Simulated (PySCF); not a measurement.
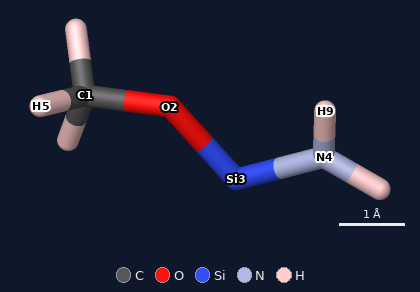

Figure 1. The structure (stick view, seen at a tilt; atoms are numbered from 1 in the order of the input).

**Run report: CH5NOSi, single-point calculation**

- system: CH5NOSi, SMILES CO[Si]N
- method: B3LYP/6-31G*, RKS (PySCF 2.14.0)

The geometry was optimised with PBE0-D4/def2-TZVP.

## The program's output
```
[file] SyntaxWarning: invalid escape sequence '\W'
  S = {(paw_set(r)[0], bool(re.search(r"spin_orbit\W+true|paw_fr", str((r.get("files") or {}).get("input") or "")) or re.search("(?i)spin.orbit\W+(value\W+)?(true|yes)|value\W+spin-orbit", json.dumps(r.get("inputs"), default=str)))) for r in records}
converged SCF energy = -460.608017609152
E = -460.6080176092 Eh
```

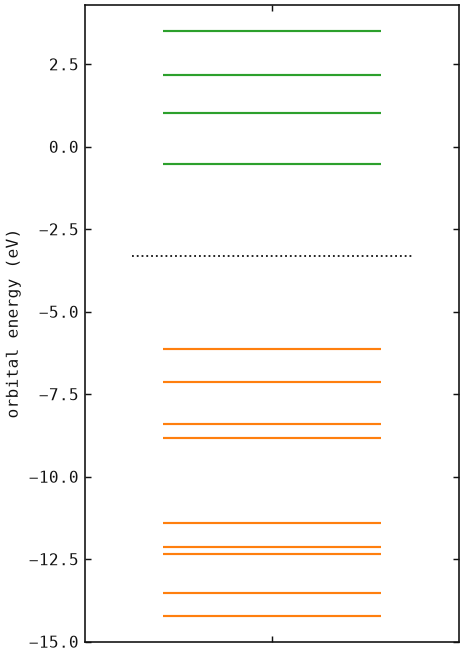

Figure 2. Orbital energies near the frontier; the dotted line parts filled from empty levels, and levels within 0.02 eV of each other stand side by side. Highest filled −6.13 eV, lowest empty −0.52 eV, 5.61 eV apart.

The run was set up as follows.

## Input (calc.py)
```python
# CO[Si]N
from pyscf import gto, dft

mol = gto.M(
    atom='''
C       -0.047434       0.512265      -1.635428
O        0.191621       0.271076      -0.269550
Si      -0.653619      -0.858063       0.606038
N        0.133354      -0.611987       2.098108
H       -0.336147       1.556834      -1.778546
H       -0.845568      -0.126347      -2.034388
H        0.865101       0.322916      -2.206765
H       -0.108306      -1.134272       2.923942
H        0.874141       0.056450       2.252125
''',
    verbose=3,
    charge=0,
    basis='6-31g*',
    max_memory=1860,
)

mf = dft.RKS(mol)
mf.xc = 'b3lyp'
mf.conv_tol = 1e-10
mf.grids.level = 5
mf.kernel()
if not mf.converged:
    mf = mf.newton().run(mf.mo_coeff, mf.mo_occ)

e_tot = mf.e_tot
print('E = %.10f Eh' % e_tot)
```

Run as:
```bash
OMP_NUM_THREADS=1 python calc.py
```

## Key numbers

- outcome: converged
- total energy: −460.608018 hartree
- basis functions: 70
- HOMO: −6.13 eV
- LUMO: −0.52 eV
- dipole moment: 1.02 D
- hardware: 1 thread of Arm Neoverse V2, 24 GiB of memory available, shared host
- wall time: 14 s
- peak memory: 0.36 GiB
